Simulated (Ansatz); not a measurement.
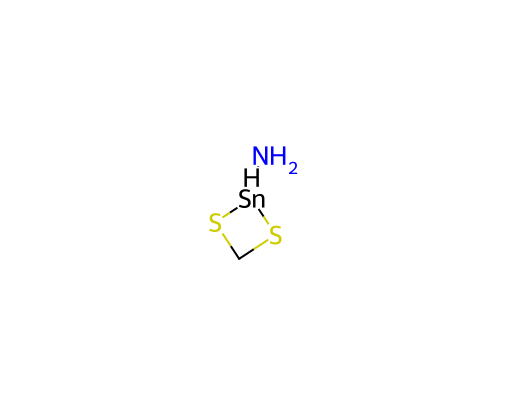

Skeletal drawing of a molecule.

**Transcribe the drawing into SMILES.**

[NH2][SnH]1[S]C[S]1

**Give the formula, hydrogens included.**

CH5NS2Sn.

The parts below concern this one geometry. Atoms keep their numbers from picture to picture. The computed structure is the end point of a PBE0-D4/def2-TZVP optimisation.

### Shape

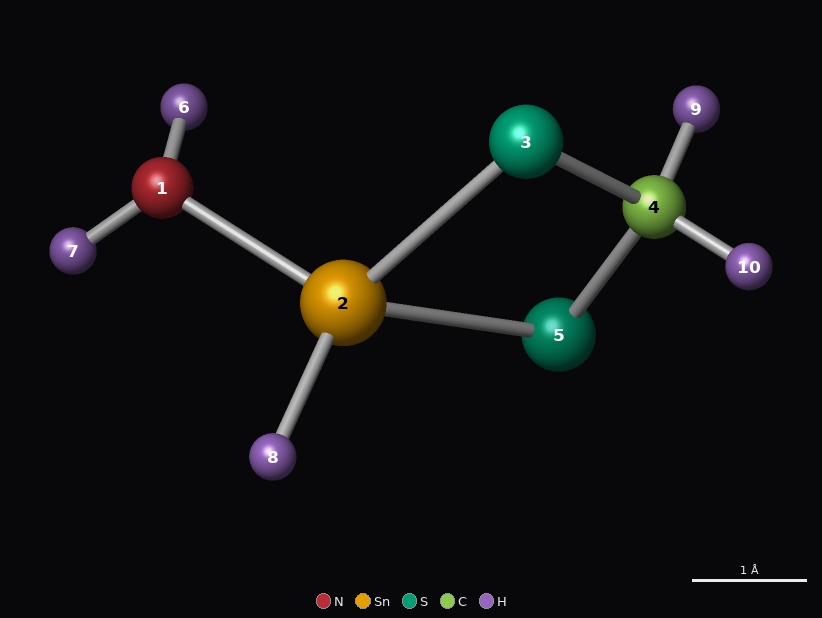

Atoms carry their numbers in the input.

**Describe the coordination of atom 5.**

S5 has 2 neighbours (Sn2 at 2.41, C4 at 1.83 Å); the arrangement is bent.

**What is the geometry at S3?**

S3 has 2 neighbours (Sn2 at 2.39, C4 at 1.83 Å); the arrangement is bent.

**Describe the coordination of atom 4.**

C4 has 4 neighbours (S3 at 1.83, S5 at 1.83, H9 at 1.09, H10 at 1.09 Å); the arrangement is tetrahedral.

**What is the dihedral angle S3–C4–S5–Sn2?**

2° in size, that is syn (eclipsed).

### Charges

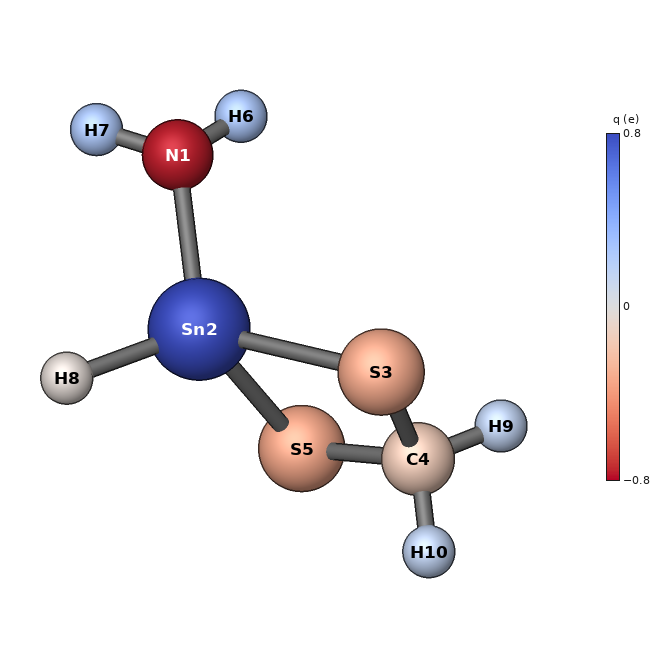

Atoms are coloured by their Mulliken charges. Level of theory: RKS PBE0-D4/def2-TZVP, core potentials on Sn (Ansatz 0.2.0).

List the Mulliken charges.

```
atom  value (e)
  N1      −0.76
 Sn2       0.80
  S3      −0.32
  C4      −0.15
  S5      −0.33
  H6       0.25
  H7       0.24
  H8      −0.03
  H9       0.15
 H10       0.15
```

### Vibrations

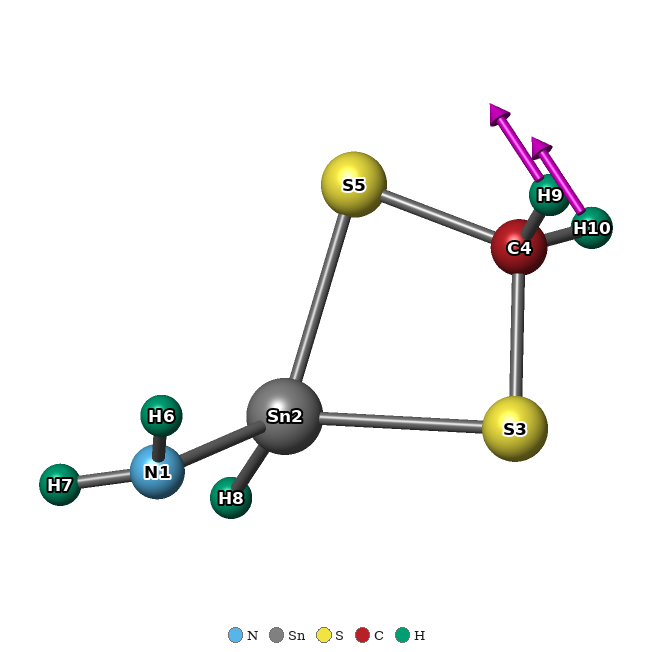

The arrows show one normal mode. Harmonic vibrations computed with RKS PBE0-D4/def2-TZVP, core potentials on Sn (Ansatz 0.2.0) at a stationary point of the same level.

**Describe the motion.**

Mostly H–C–S bending.

**Estimate its harmonic wavenumber.**

1212 cm⁻¹; it is mode 17 of 24 counted from the lowest.

### Levels of theory compared

Program: Ansatz 0.2.0.

At this fixed geometry, give HOMO energy (eV) at these levels: B97M-V/def2-TZVPP; BLYP-D4/def2-TZVPP; HSE06 (plane-wave form)-D4/def2-TZVPP; PBE0-D4/def2-QZVPP; PBE0-D4/def2-SVP; PBE0-D4/def2-TZVPP; SPW92 (LDA)/def2-TZVPP; r2SCAN-D4/def2-TZVPP; r2SCANh-D4/def2-TZVPP; ωB97M-V/def2-TZVPP.

```
                                level  HOMO energy (eV)
                    B97M-V/def2-TZVPP             −5.99
                   BLYP-D4/def2-TZVPP             −5.49
HSE06 (plane-wave form)-D4/def2-TZVPP             −6.45
                   PBE0-D4/def2-QZVPP             −6.89
                     PBE0-D4/def2-SVP             −6.74
                   PBE0-D4/def2-TZVPP             −6.85
               SPW92 (LDA)/def2-TZVPP             −5.75
                 r2SCAN-D4/def2-TZVPP             −5.90
                r2SCANh-D4/def2-TZVPP             −6.34
                   ωB97M-V/def2-TZVPP             −9.03
```

Mulliken values depend strongly on the basis set and can even reverse the polarity of a bond.
